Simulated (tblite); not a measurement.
**Geometry relaxation of CH6GeN**

CH6GeN, multiplicity 2, SMILES N[CH2][GeH2], computed with GFN2-xTB geometry optimisation, gas phase (tblite 0.8.0).

It belongs to a series of runs on one base structure; here: X = H replaced by CH2NH2.

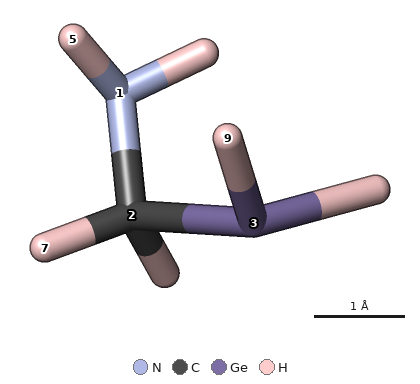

Figure 1. The input geometry (stick view, seen at a tilt; atoms are numbered from 1 in the order of the input). Sticks mark near contacts. Bond lengths as drawn: C–Ge 1.96 Å, C–H 1.11 Å, C–N 1.44 Å, Ge–H 1.53 to 1.56 Å and H–N 1.05 Å.

### The input
```
{"job": {"kind": "relax", "xc": "GFN2-xTB", "basis": "xTB"}, "charge": 0, "multiplicity": 2}
N     -1.166400     0.588600    -0.100200
C     -0.461100    -0.653700    -0.303100
Ge     1.415100    -0.425000     0.202100
H     -0.611900     1.404400    -0.470100
H     -1.372700     0.800200     0.903600
H     -0.466100    -0.935000    -1.380700
H     -0.950200    -1.451300     0.296900
H      2.040400     0.588500    -0.809600
H      1.586400     0.089400     1.635800
```

The first line tells a small driver script what to run in tblite; the rest is the geometry in Å.

Hardware: 1 CPU thread, shared host.

Command:
```bash
OMP_NUM_THREADS=1 python <driver script> task.json out
```

### The program's output
```
step      E/eV     max force
  0    -271.07770    2.389
  1    -271.22505    1.866
  2    -271.36154    1.007
  3    -271.42303    0.513
  4    -271.45101    0.446
  5    -271.46597    0.409
  6    -271.48157    0.467
  7    -271.49492    0.348
  8    -271.50525    0.305
  9    -271.51026    0.190
 10    -271.51285    0.204
 11    -271.51609    0.212
 12    -271.52035    0.205
 13    -271.52435    0.195
 14    -271.52775    0.179
 15    -271.53159    0.236
 16    -271.53618    0.273
 17    -271.54136    0.239
 18    -271.54654    0.257
 19    -271.55126    0.195
 20    -271.55544    0.184
 21    -271.55838    0.172
 22    -271.55997    0.110
 23    -271.56086    0.087
 24    -271.56148    0.083
 25    -271.56207    0.065
 26    -271.56259    0.069
 27    -271.56300    0.064
 28    -271.56336    0.057
 29    -271.56368    0.043
 30    -271.56385    0.022
 31    -271.56391    0.021
 32    -271.56393    0.019
 33    -271.56397    0.017
 34    -271.56405    0.031
 35    -271.56420    0.044
 36    -271.56442    0.050
 37    -271.56466    0.047
 38    -271.56489    0.040
 39    -271.56510    0.043
 40    -271.56532    0.044
 41    -271.56557    0.061
 42    -271.56581    0.063
 43    -271.56603    0.046
 44    -271.56622    0.035
 45    -271.56636    0.026
 46    -271.56645    0.024
 47    -271.56653    0.026
 48    -271.56660    0.027
 49    -271.56668    0.023
 50    -271.56672    0.015
 51    -271.56675    0.016
 52    -271.56677    0.018
 53    -271.56680    0.021
 54    -271.56686    0.026
 55    -271.56692    0.022
 56    -271.56696    0.014
 57    -271.56698    0.010
```

### Trajectory as extended XYZ (Å, eV, eV/Å), 11 of the 58 frames kept, from step=0 to step=57
```
9
Properties=species:S:1:pos:R:3:forces:R:3 step=0 energy=-271.07770
N    -1.1664    0.5886   -0.1002    0.0650   1.3550   0.3370
C    -0.4611   -0.6537   -0.3031   -0.9270  -0.1070  -0.0030
Ge    1.4151   -0.4250    0.2021    1.8070  -1.5460  -0.2280
H    -0.6119    1.4044   -0.4701   -0.6810  -1.0270   0.3690
H    -1.3727    0.8002    0.9036    0.3780  -0.4230  -1.0570
H    -0.4661   -0.9350   -1.3807   -0.2820   0.1980   0.6510
H    -0.9502   -1.4513    0.2969    0.2080   0.4230  -0.5240
H     2.0404    0.5885   -0.8096   -0.3130   0.4260   0.3500
H     1.5864    0.0894    1.6358   -0.2560   0.7010   0.1050
9
Properties=species:S:1:pos:R:3:forces:R:3 step=6 energy=-271.48157
N    -1.1538    0.5969   -0.0965    0.4000   0.0780   0.2280
C    -0.4820   -0.6411   -0.2984   -0.1580  -0.1300  -0.0700
Ge    1.5655   -0.6067    0.1865   -0.1500   0.2340   0.0450
H    -0.6337    1.3836   -0.4849   -0.1290  -0.1780   0.0150
H    -1.3515    0.7773    0.8856    0.1140  -0.0180  -0.1610
H    -0.5154   -0.9039   -1.3566    0.0050   0.0300  -0.0020
H    -0.9722   -1.4284    0.2741   -0.0010   0.0420  -0.0310
H     1.9993    0.6460   -0.7375   -0.0630  -0.0800   0.2520
H     1.5574    0.1823    1.6024   -0.0180   0.0210  -0.2760
9
Properties=species:S:1:pos:R:3:forces:R:3 step=11 energy=-271.51609
N    -1.1022    0.5895   -0.0719   -0.1700   0.0190  -0.0550
C    -0.4882   -0.6583   -0.3061    0.1140  -0.0210   0.0200
Ge    1.5556   -0.6074    0.1887   -0.0600  -0.0520   0.0030
H    -0.6345    1.3726   -0.5038    0.1210   0.0380  -0.0450
H    -1.3198    0.7753    0.8944    0.1460   0.0320   0.1510
H    -0.5271   -0.8964   -1.3653   -0.0090  -0.0420  -0.0770
H    -0.9868   -1.4310    0.2685   -0.0350  -0.0920   0.0000
H     1.9757    0.6480   -0.6699   -0.0190   0.0690  -0.0260
H     1.5409    0.2138    1.5401   -0.0860   0.0490   0.0280
9
Properties=species:S:1:pos:R:3:forces:R:3 step=17 energy=-271.54136
N    -1.0972    0.5847   -0.0600    0.2090  -0.0490   0.0630
C    -0.4978   -0.6782   -0.3177   -0.1700   0.0310  -0.0350
Ge    1.5146   -0.6024    0.1983    0.1870   0.1380  -0.0550
H    -0.5917    1.3393   -0.5136   -0.0410  -0.0280  -0.0490
H    -1.1717    0.7892    0.9318    0.0330  -0.0710  -0.0560
H    -0.5404   -0.9064   -1.3840   -0.0370   0.0410   0.0870
H    -1.0027   -1.4630    0.2440    0.0030   0.0570  -0.0360
H     1.9416    0.6833   -0.6434   -0.0660  -0.0980  -0.0470
H     1.4589    0.2594    1.5195   -0.1180  -0.0200   0.1290
9
Properties=species:S:1:pos:R:3:forces:R:3 step=23 energy=-271.56086
N    -1.0470    0.5768   -0.0359    0.0210  -0.0160  -0.0130
C    -0.5047   -0.6978   -0.3283    0.0340   0.0230  -0.0020
Ge    1.5238   -0.5791    0.2070   -0.0630  -0.0510   0.0310
H    -0.5685    1.3137   -0.5426   -0.0200   0.0130   0.0090
H    -1.0388    0.7807    0.9570    0.0080   0.0050  -0.0060
H    -0.5699   -0.8995   -1.3962    0.0230  -0.0060   0.0380
H    -1.0249   -1.4760    0.2277    0.0650   0.0500   0.0020
H     1.8940    0.7024   -0.6549   -0.0340   0.0240  -0.0210
H     1.3494    0.2848    1.5410   -0.0340  -0.0420  -0.0390
9
Properties=species:S:1:pos:R:3:forces:R:3 step=28 energy=-271.56336
N    -1.0361    0.5779   -0.0333   -0.0330   0.0140  -0.0040
C    -0.4965   -0.6948   -0.3289    0.0140  -0.0260  -0.0020
Ge    1.5159   -0.5831    0.2095    0.0390   0.0110  -0.0310
H    -0.5690    1.3158   -0.5474    0.0050   0.0330   0.0000
H    -1.0156    0.7799    0.9595    0.0030   0.0280   0.0020
H    -0.5667   -0.9014   -1.3929    0.0110  -0.0020  -0.0430
H    -1.0121   -1.4694    0.2302   -0.0090  -0.0280   0.0490
H     1.8739    0.7048   -0.6587   -0.0180  -0.0160   0.0230
H     1.3199    0.2763    1.5368   -0.0120  -0.0150   0.0060
9
Properties=species:S:1:pos:R:3:forces:R:3 step=34 energy=-271.56405
N    -1.0363    0.5791   -0.0361    0.0110   0.0070   0.0150
C    -0.4938   -0.6953   -0.3285   -0.0160   0.0160   0.0050
Ge    1.5203   -0.5846    0.2056   -0.0020   0.0070  -0.0220
H    -0.5718    1.3214   -0.5484   -0.0030  -0.0240   0.0000
H    -1.0191    0.7856    0.9570    0.0050  -0.0030  -0.0300
H    -0.5646   -0.9033   -1.3936   -0.0040  -0.0100   0.0110
H    -1.0069   -1.4680    0.2388    0.0070   0.0070  -0.0070
H     1.8686    0.7063   -0.6570   -0.0020   0.0050   0.0160
H     1.3171    0.2648    1.5370    0.0040  -0.0060   0.0120
9
Properties=species:S:1:pos:R:3:forces:R:3 step=40 energy=-271.56532
N    -1.0293    0.5826   -0.0429   -0.0200  -0.0150  -0.0360
C    -0.4953   -0.6968   -0.3255    0.0070  -0.0130  -0.0200
Ge    1.5233   -0.5788    0.1830   -0.0030  -0.0030   0.0400
H    -0.5676    1.3115   -0.5747   -0.0020   0.0190  -0.0170
H    -0.9988    0.8089    0.9442    0.0160  -0.0220   0.0220
H    -0.5822   -0.9220   -1.3853   -0.0120   0.0140  -0.0170
H    -0.9977   -1.4651    0.2563   -0.0010   0.0210   0.0270
H     1.8514    0.7500   -0.6280   -0.0120   0.0070   0.0000
H     1.3098    0.2158    1.5478    0.0270  -0.0070   0.0010
9
Properties=species:S:1:pos:R:3:forces:R:3 step=46 energy=-271.56645
N    -1.0275    0.5852   -0.0567    0.0070   0.0030   0.0060
C    -0.4967   -0.6975   -0.3286    0.0150   0.0000   0.0030
Ge    1.5265   -0.5745    0.1719   -0.0080  -0.0030  -0.0160
H    -0.5704    1.3074   -0.6027   -0.0180   0.0120   0.0030
H    -0.9800    0.8177    0.9291    0.0080   0.0100  -0.0080
H    -0.6021   -0.9369   -1.3837    0.0000  -0.0150   0.0040
H    -0.9875   -1.4519    0.2808   -0.0050  -0.0070  -0.0190
H     1.8307    0.7875   -0.5977   -0.0090  -0.0110   0.0080
H     1.3206    0.1691    1.5624    0.0100   0.0100   0.0200
9
Properties=species:S:1:pos:R:3:forces:R:3 step=51 energy=-271.56675
N    -1.0257    0.5861   -0.0592   -0.0060   0.0000   0.0040
C    -0.4958   -0.6978   -0.3300   -0.0040   0.0020   0.0030
Ge    1.5257   -0.5741    0.1699    0.0050   0.0010   0.0070
H    -0.5765    1.3102   -0.6094   -0.0090  -0.0110  -0.0080
H    -0.9707    0.8219    0.9252    0.0040   0.0050   0.0020
H    -0.6062   -0.9440   -1.3832    0.0110   0.0100   0.0000
H    -0.9865   -1.4508    0.2812   -0.0040   0.0010  -0.0010
H     1.8226    0.7937   -0.5890    0.0000  -0.0010  -0.0020
H     1.3266    0.1607    1.5693    0.0020  -0.0070  -0.0050
9
Properties=species:S:1:pos:R:3:forces:R:3 step=57 energy=-271.56698
N    -1.0272    0.5861   -0.0595    0.0030   0.0010  -0.0020
C    -0.4955   -0.6973   -0.3283   -0.0030  -0.0020   0.0010
Ge    1.5272   -0.5740    0.1689   -0.0060  -0.0040  -0.0030
H    -0.5892    1.3061   -0.6232   -0.0040   0.0060  -0.0050
H    -0.9586    0.8315    0.9219    0.0010  -0.0030   0.0000
H    -0.6030   -0.9434   -1.3817   -0.0010   0.0060   0.0000
H    -0.9881   -1.4498    0.2820    0.0050  -0.0070   0.0050
H     1.8143    0.8007   -0.5804    0.0070   0.0010   0.0000
H     1.3337    0.1460    1.5750   -0.0010   0.0020   0.0040
```

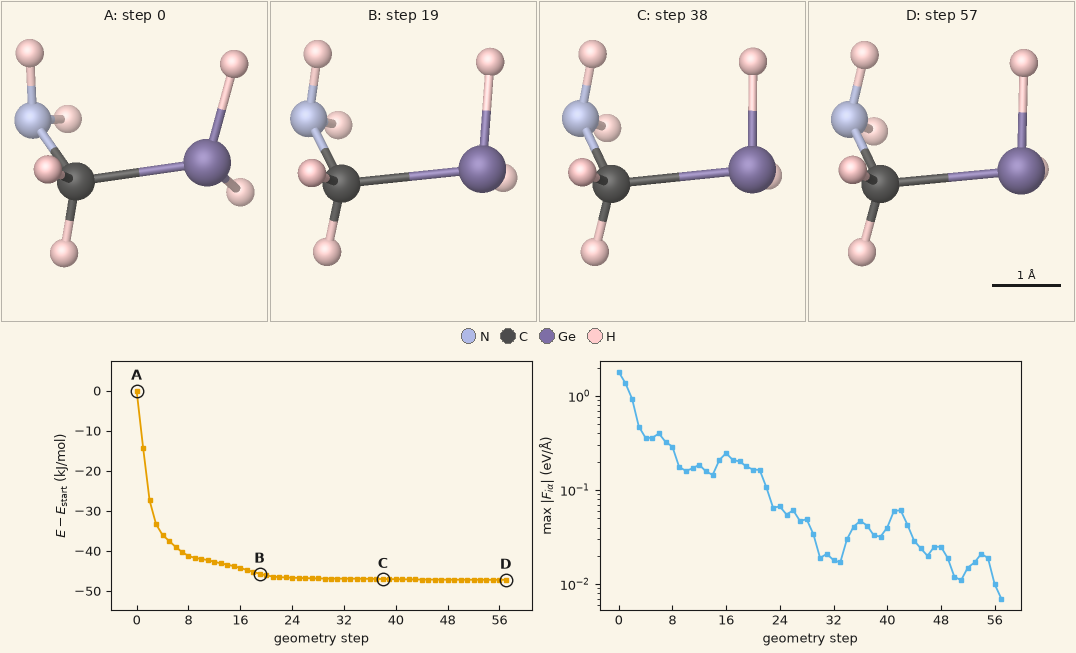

Figure 2. Frames of the relaxation (ball-and-stick view, seen at a tilt) above the curves, on which the letters mark them (steps are counted from 0).

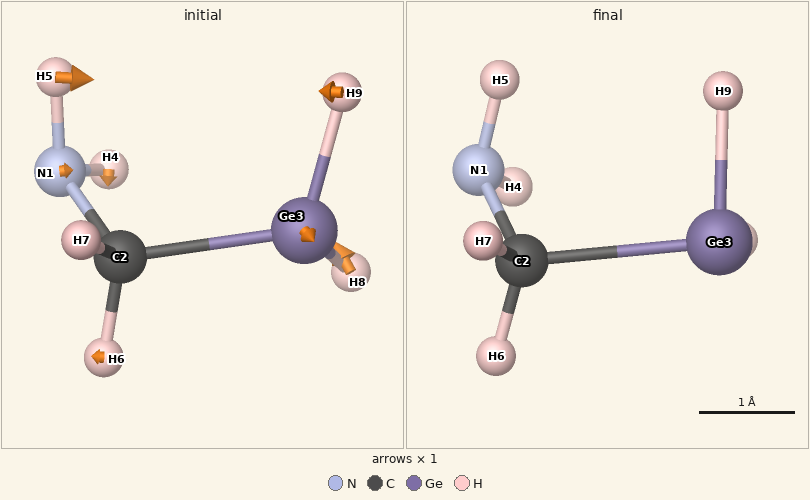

Figure 3. Before (left) and after (right) the relaxation, at one scale (ball-and-stick view, seen at a tilt). The orange arrows give the displacements, at true length. The largest move after the best rigid fit is that of H5, 0.41 Å. Largest moves by element: H 0.41 Å, Ge 0.19 Å, N 0.14 Å, C 0.06 Å. Distances before and after: C2–Ge3 1.956 → 2.087 Å, Ge3–H9 1.533 → 1.592 Å, N1–H4 1.053 → 1.014 Å, Ge3–H8 1.563 → 1.592 Å. Among the angles that change: H8–Ge3–H9 110.1° → 92.7°, C2–Ge3–H9 112.8° → 96.9°, C2–Ge3–H8 107.0° → 96.5°. The energy falls by 47.2 kJ/mol in 57 geometry steps. The largest force component goes from 1.8 to 0.007 eV/Å. (Atoms are counted from 1 in the order of the input.)

### Results in brief

| quantity | value |
| --- | --- |
| outcome | converged |
| total energy | −271.5670 eV |
| peak memory | 0.18 GiB |
